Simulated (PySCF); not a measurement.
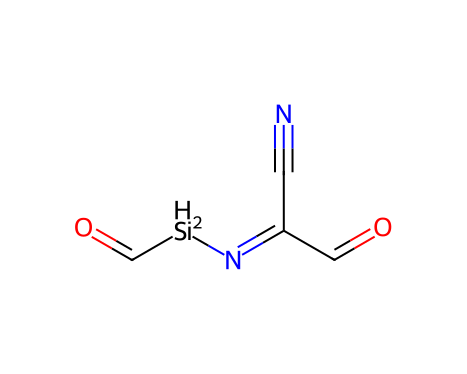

The geometry was computed by an optimisation with GFN2-xTB. No frequency run is at hand to confirm it as a minimum. Level of theory: B3LYP/def2-SVPD, gas phase (PySCF 2.14.0). Excitations: vertical, linear response.

Predict the main results.

The species is C₄H₄N₂O₂Si (`N#C/C(C=O)=N\[SiH2]C=O`).
- dipole moment: 2.28 D
- HOMO energy (Kohn–Sham orbital): −7.44 eV
- LUMO energy (Kohn–Sham orbital): −4.16 eV
- HOMO–LUMO gap: 3.29 eV
- mean static polarisability: 102.4 bohr³
- lowest vertical singlet excitation: 2.67 eV
- its oscillator strength: 0.004
- brightest of the 8 lowest singlets: 2.78 eV
- its oscillator strength: 0.10

The geometry is semi-empirical. Around Si such bond lengths and angles can be off by a tenth of an ångström or more and by several degrees, and values that hang on the shape move with them.
